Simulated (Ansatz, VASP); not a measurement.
## Sn: VASP beside Ansatz

Wanted: the spread between two codes on one cell, functional and k mesh.

Main program and level: Ansatz 0.2.0; plane waves, with VASP 6.6.1 beside it; relaxation of cell and atoms at PBE with D3(BJ).

The database entry behind the starting cell differs from later determinations by our own check (about 0.15 % long, nanocrystals), so it need not match the best structure at ambient conditions.

**1. Starting point**

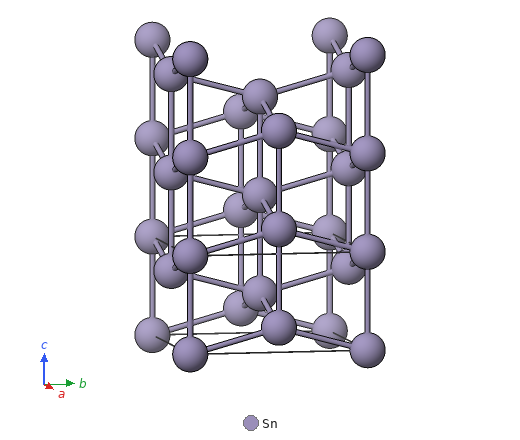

The cell as given, slightly off an axis (tin purple). 1×1×3 cells are drawn. This picture shows the conventional cell, with its axes. Some periodic images of atoms are drawn too.

**2. Ansatz: relaxation of cell and atoms, PBE with D3(BJ)**

Ansatz runs on its default PAW (the set named soft_2) files.

The relaxed volume is the usual yardstick between codes: its relative difference is about their pressure difference at one cell divided by the bulk modulus.

input.yaml

```yaml
crystal:
  lattice:
    - [-2.919644075, 2.919644075, 1.5938]
    - [2.919644075, -2.919644075, 1.5938]
    - [2.919644075, 2.919644075, -1.5938]
  atoms:
    - { symbol: Sn, position: [0.0, 0.0, 0.0] }
    - { symbol: Sn, position: [0.75, 0.25, 0.5] }
hamiltonian:
  xc: pbe
  pseudopotentials: { kind: paw }
  dispersion: d3bj
kpoints:
  mp_grid: { grid: [8, 8, 8] }
scf:
  occupations: { method: methfessel_paxton, width: 0.2 }
relax:
  f_tol: 0.01
  max_steps: 60
  cell: { stress_tol: 0.05 }
output:
  forces: true
  stress: true
```

Run with:

```bash
$ ansatz run input.yaml --threads 4 --pin off --max-ram 9216MiB --backend cpu --events-out ev --progress --plain --runs-dir out
```

Numbers of over 12 decimals in the logs are rounded to 6 here.

Log:

```text
Engine: ansatz 0.2.0, aarch64-unknown-linux-gnu
Pseudopotentials: kind: paw
Pseudopotential: Sn, paw, valence charge 14, recommended cutoff 420 eV (normal), Sn.paw.azcp
Functional definition: PBE
  parameter kappa = 0.804
  parameter beta = 0.066725
  exchange = pbe_x(kappa = kappa, mu = beta*pi^2/3)
  correlation = pbe_c(beta = beta)
Crystal: 2 atoms, lattice volume = 54.344 Å³
Basis set: ecut = 420 eV, 1093 PW (Γ), exchange–correlation on 60×60×60 points (8 copies of the dense FFT grid, shifted against one another)
Bands: 18, of which v1, the nominal top of the filled ones, is band 14 counted from 1 (13 counted from 0)
Symmetry: 16 space group operations
Space group: I41/amd (ITA 141), of the structure as read, at distance tolerance 3.8e-5 Å
k-points: 59 of 512
Non-local potential: Sn, projectors of the file, l = 0: 2, l = 1: 2, l = 2: 2, l = 3: 2
PAW form: soft (Blöchl's): semilocal exchange-correlation on the pseudo side does not see the compensation charge
PAW one-centre angular grid: Sn, 590 points (default); XC on 64 Gauss nodes
Initial density: superposition of atomic densities (neutral atoms: chi_scale 0, normalization atom), corrected by the library's trained network
Initial wavefunctions: pseudopotential atomic-orbital guess
Functional: x = pbe(κ = 0.804, μ = 0.219515), c = pbe(β = 0.066725)
SCF iter   1: F=—  HF=-12049.089139 eV  |F-HF|=—  |Δ(HF+E_count)|=         —  Δρ=1.18e-3  dr2=5.82e-4  ethr=1.77e-3  ⟨swp⟩=5.5  Hψ=5131  notcnv=0
preconditioner: auto → Kerker (q_TF=auto, 2.443 Å⁻¹)  [metal: Δε(μ)=0.016 eV  Ē_g=20.255 eV  σ=0.200 eV  W_gap=0.07  n_scr=16 (ndim 8)  ℏωp=26.7 eV  f_vac=0.000  D(μ)=1.26/eV (n_scr^D=4)]
SCF iter   2: F=—  HF=-12049.088092 eV  |F-HF|=—  |Δ(HF+E_count)|=   1.05e-3  S|Δr|=    0.00e0  Δρ=7.39e-4  dr2=2.82e-4  ethr=2.08e-6  ⟨swp⟩=2.0  Hψ=2309  notcnv=0
SCF iter   3: F=—  HF=-12049.088056 eV  |F-HF|=—  |Δ(HF+E_count)|=   3.55e-5  S|Δr|=    0.00e0  Δρ=3.88e-4  dr2=8.37e-5  ethr=1.01e-6  ⟨swp⟩=2.0  Hψ=1889  notcnv=0
SCF iter   4: F=—  HF=-12049.088060 eV  |F-HF|=—  |Δ(HF+E_count)|=   3.66e-6  S|Δr|=    0.00e0  Δρ=1.91e-4  dr2=1.70e-5  ethr=2.99e-7  ⟨swp⟩=2.2  Hψ=1875  notcnv=0
SCF iter   5: F=—  HF=-12049.088062 eV  |F-HF|=—  |Δ(HF+E_count)|=   2.61e-6  S|Δr|=    0.00e0  Δρ=1.08e-4  dr2=3.74e-6  ethr=6.08e-8  ⟨swp⟩=2.0  Hψ=1297  notcnv=0
SCF iter   6: F=—  HF=-12049.088061 eV  |F-HF|=—  |Δ(HF+E_count)|=   1.68e-6  S|Δr|=    0.00e0  Δρ=4.06e-5  dr2=5.46e-7  ethr=1.33e-8  ⟨swp⟩=2.2  Hψ=1761  notcnv=0
SCF iter   7: F=-12049.088060 eV  HF=-12049.088060 eV  |F-HF|=5.05e-8  |Δ(HF+E_count)|=   3.54e-7  S|Δr|=    0.00e0  Δρ=1.05e-5  dr2=3.69e-8  ethr=3.57e-10  ⟨swp⟩=3.6  Hψ=4683  notcnv=0
SCF 1 converged in 7 iterations: F = -12049.088060 eV  dr2 = 3.69e-8
  greatest PAW one-centre occupation: 0.991 electrons in one spin orbital (limit 2), on the Sn atom at site 1 (counted from 0), in its partial waves of l = 2
relax step   1: F+E_penalty+E_count = -12049.08806027 eV  Δ(F+E_penalty+E_count) = +0.000e0 eV  max|allowed force component| = 6.939e-18 eV/Å  Δτ_max = 0.0000 Å  P = +0.103 GPa  Ω = 54.344 Å³  (7 SCF iters, dr2 threshold 1.00e-7 eV, accepted)
[...]
relax step   2: F+E_penalty+E_count = -12049.09146713 eV  Δ(F+E_penalty+E_count) = -3.407e-3 eV  max|allowed force component| = 3.469e-18 eV/Å  Δτ_max = 0.0000 Å  P = -0.037 GPa  Ω = 54.480 Å³  energy of the carried Pulay correction = -2.824e-5 eV  (4 SCF iters, dr2 threshold 2.00e-7 eV, accepted)
[...]
relax step   3: F+E_penalty+E_count = -12049.09177400 eV  Δ(F+E_penalty+E_count) = -3.069e-4 eV  max|allowed force component| = 3.469e-18 eV/Å  Δτ_max = 0.0000 Å  P = +0.271 GPa  Ω = 54.235 Å³  energy of the carried Pulay correction = +2.256e-5 eV  (4 SCF iters, dr2 threshold 2.00e-7 eV, accepted)
[...]
relax step   4: F+E_penalty+E_count = -12049.09203218 eV  Δ(F+E_penalty+E_count) = -2.582e-4 eV  max|allowed force component| = 0.000e0 eV/Å  Δτ_max = 0.0000 Å  P = -0.076 GPa  Ω = 54.562 Å³  energy of the carried Pulay correction = -4.513e-5 eV  (3 SCF iters, dr2 threshold 2.00e-7 eV, accepted)
[...]
relax step   5: F+E_penalty+E_count = -12049.09206898 eV  Δ(F+E_penalty+E_count) = -3.680e-5 eV  max|allowed force component| = 1.041e-17 eV/Å  Δτ_max = 0.0000 Å  P = -0.001 GPa  Ω = 54.483 Å³  energy of the carried Pulay correction = -2.876e-5 eV  (3 SCF iters, dr2 threshold 2.13e-8 eV, accepted)
[...]
relax step   6: F+E_penalty+E_count = -12049.09210607 eV  Δ(F+E_penalty+E_count) = -3.709e-5 eV  max|allowed force component| = 6.939e-18 eV/Å  Δτ_max = 0.0000 Å  P = -0.001 GPa  Ω = 54.483 Å³  stress off target by 3.21e-3 GPa  SCF on the basis re-selected at this cell (its energy is not comparable with the rows above)  (5 SCF iters)
basis re-selected at this cell: Δ(F+E_penalty+E_count) = -3.709e-5 eV, ΔP = +0.000 GPa vs the last step (what re-selecting the basis moved, of the pressure what is left beyond the Pulay correction that the steps carried, after the strain that the cell walked since its last selection, with what the two solves' SCF thresholds leave and, on support functions, any second-order correction that the steps lacked; it is no m [...]
SCF converged after 5 iterations
Stability not checked: this state was not tested for a lower state beside it, because cold or Methfessel-Paxton smearing, or corrected tetrahedra, fill the levels in a way that the test cannot read (fill_not_monotonic; see scf.lower_state_search)
Free energy (F): -12049.092106 eV
Harris-Foulkes:  -12049.092106 eV  (|F-HF|=9.09e-12)
Internal energy: -12049.093683 eV  (E = F + TS)
E sigma→0 (E₀):  -12049.092500 eV
Entropy (-TS):   0.001577 eV (0.789 meV/atom)
Fermi energy:    10.648817 eV
--- Per-component energies (eV) ---
  E_band       = -165.531562
  E_kinetic    = 373.480514
  E_local      = -1705.615654  (includes V_loc(G=0)·N_el)
  E_nonlocal   = -64.704234
  E_hartree    = 1067.006067
  E_xc         = -765.301393
  E_vxc        = -192.346322  (∫ρ·V_xc dr)
  E_paw        = -8272.511073  (= ΣΔE_a)
  E_vpaw       = -710.357870  (= ΣTr[D̂ρ^β])
  E_aug_tail   = -0.000001  (compensation charges beyond the density's cutoff)
  E_ewald      = -2680.671352
  E_disp       = -0.776557  (pairwise vdW)
  E_smearing   = 0.001577  (= −TS)
  E_closure    = -0.000000  (closes the sum)
  Σ components = -12049.092106   (vs F -12049.092106, Δ=0.00e0)
--- Forces (eV/Å), atoms counted from 1 ---
  atom   1  Sn    -0.00000000     0.00000000     0.00000000
  atom   2  Sn    -0.00000000    -0.00000000     0.00000000
  max |Σ_I F_I| component: 1.39e-17 eV/Å
--- Stress (GPa, compression-positive) ---
       -0.002855       0.000000      -0.000000
        0.000000      -0.002855       0.000000
        0.000000      -0.000000       0.003207
  P = ⅓ Tr σ = -0.0008 GPa (-0.008 kbar)
--- Relaxed structure (5 steps of the walk, 5 accepted, 1 SCFs on fresh bases) ---
  F+E_penalty+E_count = -12049.09210607 eV   max|allowed force component| = 6.939e-18 eV/Å   (the final SCF, on the basis selected at the relaxed cell)
  cell:  # Å, volume = 54.4825 Å³
    - [-2.899515, 2.899515, 1.620117]
    - [2.899515, -2.899515, 1.620117]
    - [2.899515, 2.899515, -1.620117]
  atoms:
    - { symbol: Sn, position: [0, 0, 0] }
    - { symbol: Sn, position: [0.75, 0.250000, 0.5] }
```

It took 4.3 s on 4 threads of Arm Neoverse V1, shared host; peak memory 0.38 GiB.

**3. VASP: relaxation of cell and atoms, PBE with D3(BJ)**

The same cell, functional, mesh and smearing now go to VASP, with its own data sets and cutoff.

Lines of VASP's logs that name or quote its potential files are left out, and so is its time.

INCAR

```
SYSTEM = Sn
PREC = Accurate
ENCUT = 400
EDIFF = 1E-06
NELM = 100
ISMEAR = 1
SIGMA = 0.2
LREAL = .FALSE.
ALGO = Normal
GGA = PE
IVDW = 12
NBANDS = 20
LORBIT = 11
LWAVE = .FALSE.
LCHARG = .FALSE.
KPAR = 2
IBRION = 2
NSW = 60
ISIF = 3
EDIFFG = -0.01
```

POSCAR

```
Sn
1.0
   -2.9196440750      2.9196440750      1.5938000000
    2.9196440750     -2.9196440750      1.5938000000
    2.9196440750      2.9196440750     -1.5938000000
Sn
2
Direct
    0.0000000000      0.0000000000      0.0000000000
    0.7500000000      0.2500000000      0.5000000000
```

KPOINTS

```
Automatic mesh
0
Gamma
8 8 8
0 0 0
```

Potentials, in the order of the species: Sn_d (PBE family, release 64).

Run with:

```bash
$ mpirun -np 2 vasp_std
```

Log:

```text
[banner, memory and clock lines left out]
running    2 mpi-ranks, on    1 nodes
 distrk:  each k-point on    1 cores,    2 groups
 distr:  one band on    1 cores,    1 groups

 POSCAR found type information on POSCAR Sn
 POSCAR found :  1 types and       2 ions
 LDA part: xc-table for (Slater+PW92), standard interpolation
 POSCAR, INCAR and KPOINTS ok, starting setup
 FFT: planning ... GRIDC
 FFT: planning ... GRID_SOFT
 FFT: planning ... GRID
 WAVECAR not read
 entering main loop
       N       E                     dE             d eps       ncg     rms          rms(c)
DAV:   1     0.198117694994E+03    0.19812E+03   -0.12773E+04  2396   0.189E+03
DAV:   2     0.116482441500E+02   -0.18647E+03   -0.18307E+03  2384   0.403E+02
DAV:   3    -0.702156817246E+01   -0.18670E+02   -0.18533E+02  2700   0.128E+02
DAV:   4    -0.757565393589E+01   -0.55409E+00   -0.55371E+00  2652   0.249E+01
DAV:   5    -0.759787063504E+01   -0.22217E-01   -0.22216E-01  3344   0.450E+00    0.238E+00
DAV:   6    -0.758193361537E+01    0.15937E-01   -0.31829E-02  3200   0.260E+00    0.133E+00
DAV:   7    -0.757796494131E+01    0.39687E-02   -0.19040E-02  3192   0.201E+00    0.166E-01
DAV:   8    -0.757789377090E+01    0.71170E-04   -0.19634E-03  2888   0.606E-01    0.368E-02
DAV:   9    -0.757790088753E+01   -0.71166E-05   -0.58798E-05  3116   0.720E-02    0.122E-02
DAV:  10    -0.757789976910E+01    0.11184E-05   -0.68093E-06  2880   0.349E-02    0.121E-03
DAV:  11    -0.757789987187E+01   -0.10277E-06   -0.27721E-07  1628   0.698E-03
   1 F= -.83561237E+01 E0= -.83559825E+01  d E =-.835612E+01
[...]
2 F= -.83589547E+01 E0= -.83593216E+01  d E =-.283108E-02
[...]
3 F= -.83599511E+01 E0= -.83604638E+01  d E =-.382740E-02
 curvature:  -0.97 expect dE=-0.496E-04 dE for cont linesearch -0.446E-04
 ZBRENT: extrapolating
 opt :   1.9867  next Energy=    -8.359993 (dE=-0.387E-02)
 bond charge predicted
       N       E                     dE             d eps       ncg     rms          rms(c)
DAV:   1    -0.758301510885E+01   -0.92945E-03   -0.22858E-02  2736   0.122E+00    0.144E-01
DAV:   2    -0.758246666487E+01    0.54844E-03   -0.11560E-03  2868   0.531E-01    0.896E-02
DAV:   3    -0.758215540886E+01    0.31126E-03   -0.61532E-04  3136   0.374E-01    0.101E-02
DAV:   4    -0.758216449492E+01   -0.90861E-05   -0.12576E-04  2564   0.131E-01    0.633E-03
DAV:   5    -0.758216421352E+01    0.28141E-06   -0.28619E-06  2236   0.275E-02
   4 F= -.83600027E+01 E0= -.83605086E+01  d E =-.387899E-02
 curvature:  -0.90 expect dE=-0.131E-04 dE for cont linesearch -0.516E-06
 trial: gam=-0.00859 g(F)=  0.429E-49 g(S)=  0.146E-04 ort = 0.451E-04 (trialstep = 0.120E+01)
 search vector abs. value=  0.141E-04
 reached required accuracy - stopping structural energy minimisation
```

Parts of OUTCAR (step 3):

```text
ion  position               nearest neighbor table
   1  0.000  0.000  0.000-   2 3.03   2 3.03   2 3.03   2 3.03
   2  0.750  0.250  0.500-   1 3.03   1 3.03   1 3.03   1 3.03

  LATTYP: Found a body centered tetragonal cell.
 ALAT       =     5.8392881500
 C/A-ratio  =     0.5458884573

 Subroutine GETGRP returns: Found 16 space group operations
 (whereof  8 operations were pure point group operations)

The static configuration has the point symmetry D_2d.
 The point group associated with its full space group is D_4h.

 Found     59 irreducible k-points:

   k-points           NKPTS =     59   k-points in BZ     NKDIM =     59   number of bands    NBANDS=     20

   dimension x,y,z NGX =    30 NGY =   30 NGZ =   30
   dimension x,y,z NGXF=    60 NGYF=   60 NGZF=   60

   ENCUT  =  400.0 eV  29.40 Ry    5.42 a.u.   7.22  7.22  7.22*2*pi/ulx,y,z

   NELECT =      28.0000    total number of electrons

 k-points in reciprocal lattice and weights: Automatic mesh
   0.00000000  0.00000000  0.00000000       0.002
   0.12500000  0.00000000  0.00000000       0.016
   0.25000000  0.00000000  0.00000000       0.016
   0.37500000  0.00000000 -0.00000000       0.016
   0.50000000  0.00000000  0.00000000       0.008
   0.12500000  0.12500000  0.00000000       0.016
   0.25000000  0.12500000 -0.00000000       0.031
   0.37500000  0.12500000  0.00000000       0.031
   0.50000000  0.12500000 -0.00000000       0.031
[...]
-0.37500000 -0.37500000  0.37500000       0.004
   0.50000000  0.50000000  0.50000000       0.002

 Edisp (eV)   -0.77786

 average (electrostatic) potential at core
       1 -99.0874       2 -99.0874

 E-fermi :   7.9164

 k-point     1 :       0.0000    0.0000    0.0000
  band No.  band energies     occupation
    ...
     10     -13.2023      2.00000
     11      -3.1670      2.00000
     12       4.5627      2.00000
     13       6.0686      2.00000
     14       6.0686      2.00000
     15      11.0146     -0.00000
     16      14.3613      0.00000
     17      14.3613      0.00000
     18      14.4258      0.00000
     19      14.5189      0.00000
    ...

 k-point     2 :       0.1250    0.0000    0.0000
  band No.  band energies     occupation
    ...
     10     -13.2126      2.00000
     11      -2.8650      2.00000
     12       4.1579      2.00000
     13       6.0782      2.00000
     14       7.0296      2.00000
     15      11.5268     -0.00000
     16      12.0692      0.00000
     17      12.5321      0.00000
     18      13.6328      0.00000
     19      14.1034      0.00000
    ...

 k-point     3 :       0.2500    0.0000    0.0000
  band No.  band energies     occupation
    ...
      9     -13.3370      2.00000
     10     -13.2366      2.00000
     11      -1.9624      2.00000
     12       3.8485      2.00000
     13       6.1984      2.00000
     14       8.3862     -0.00443
     15       8.9844     -0.00000
     16      10.0435     -0.00000
     17      12.2513      0.00000
     18      12.3803      0.00000
    ...

 Edisp (eV)   -0.77784

  Total       0.01221     0.01221     0.01749     0.00000    -0.00000     0.00000
  in kB       0.35972     0.35972     0.51526     0.00000    -0.00000     0.00000
  external pressure =        0.41 kB  Pullay stress =        0.00 kB

  energy-cutoff  :      400.00
  volume of cell :       54.38
      direct lattice vectors                 reciprocal lattice vectors
    -2.898444162  2.898444162  1.618121838     0.000000000  0.172506342  0.309000218
     2.898444162 -2.898444162  1.618121838     0.172506342  0.000000000  0.309000218
     2.898444162  2.898444162 -1.618121838     0.172506342  0.172506342  0.000000000

 POSITION                                       TOTAL-FORCE (eV/Angst)
 -----------------------------------------------------------------------------------
      0.00000      0.00000      0.00000        -0.000000     -0.000000     -0.000000
     -0.00000      2.89844      0.80906         0.000000      0.000000      0.000000
 -----------------------------------------------------------------------------------
    total drift:                                0.000000     -0.000000      0.000000

  FREE ENERGIE OF THE ION-ELECTRON SYSTEM (eV)
  ---------------------------------------------------
  free  energy   TOTEN  =        -8.3600026527 eV

  energy  without entropy=       -8.3615205061  energy(sigma->0) =       -8.36050860

 reached required accuracy - stopping structural energy minimisation

 total charge
# of ion       s       p       d       tot
------------------------------------------
    1        1.234   1.018   9.975  12.227
    2        1.234   1.018   9.975  12.227
--------------------------------------------------
tot          2.468   2.035  19.951  24.454

[... 3 further parts left out ...]
```

CONTCAR:

```
Sn
   1.00000000000000
    -2.8984441620957431    2.8984441620957431    1.6181218376636379
     2.8984441620957431   -2.8984441620957431    1.6181218376636379
     2.8984441620957431    2.8984441620957431   -1.6181218376636379
  Sn
     2
Direct
     0.0000000000000000    0.0000000000000000    0.0000000000000000
     0.7500000000000000    0.2500000000000000    0.5000000000000000
```

**4. Comparison**

Known differences besides the PAW data sets themselves: both relaxations stop at a tolerance, which leaves soft axes loose, and VASP keeps its plane-wave basis; the cutoff is 420 eV in Ansatz and 400 eV in VASP; VASP leaves aspherical gradient terms in its spheres out (LASPH is not set), Ansatz keeps them; Ansatz adds a Pulay correction to the stress that steers its cell, VASP none. Total energies have different zeros and are not compared.

Both answers:

| quantity | Ansatz | VASP | difference |
| --- | --- | --- | --- |
| volume (Å³) | 54.48 | 54.38 | +0.20 % |
| edge a after relaxation, in the typed setting (Å) | 4.409 | 4.407 | +0.05 % |

The walks stopped with 0.00 GPa left in Ansatz and 0.04 GPa in VASP; each walk ends within a tolerance, so the volume difference is uncertain by about these residues over the bulk modulus, most in soft cells.

**5. What came out**

| Property | Result |
| --- | --- |
| difference in volume (relaxation of cell and atoms, PBE with D3(BJ)) | 0.20 % |

**Reading.** The difference in volume is 0.20 % (relaxation of cell and atoms, PBE with D3(BJ)), within the 1.2 % picked in this series as the mark of a large difference, as far as the stopping tolerances let one tell. How closely two codes agree says nothing of how well the functional describes the real material.

[Lines on the potential files, build, host, timing and source positions are cut from VASP's logs without a mark.]

[Logs are printed without paths, hosts, clocks, repeated set-up lines and the standing remarks that a program may print on its own settings, such as how far it seeks lower states.]

[Hosts, paths, dates, database ids (printed as entryN), source tags and the programs' standing remarks are cut or masked in the printed files.]
